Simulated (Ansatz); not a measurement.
```xyz
5

C    -0.4868   -0.0844   -0.4640
Cl   -1.1944   -1.5394    0.4762
Si    0.3742   -0.1658    1.2053
H    -0.0121   -0.4630   -1.3683
H    -1.2940    0.6219   -0.6542
```

Geometry: r2SCAN-D4/def2-TZVP.

These are results of Ansatz, isolated molecule in a Gaussian basis; Kohn-Sham density functional theory, functional PBE0, not measurements.

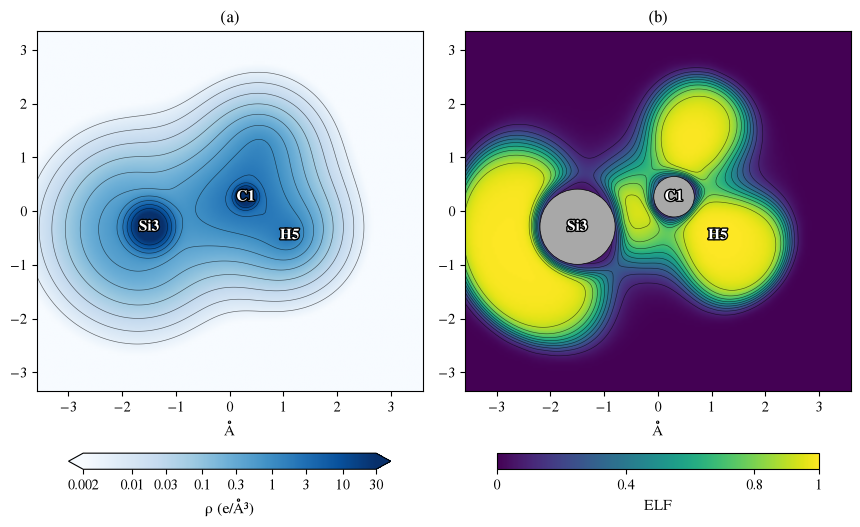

CH$_{2}$ClSi (charge +1). (a) electron density; (b) ELF on the plane of atoms Si3, C1 and H5. Grey discs cover the atomic cores in the ELF map.

**Describe what can be read from this map.**

Atoms in the plane: C, Si and H. C–Si (1.88 Å): ρ is about 0.95 e/Å³ halfway; the ELF peaks at about 0.95 between the atoms (a covalent bond). C–H (1.09 Å): ρ is about 2.1 e/Å³ halfway; the ELF climbs to about 1 towards the hydrogen, as it does in any bond to H (a covalent bond by its length). The ELF also peaks beside Si3, away from the bonds: lone-pair regions.
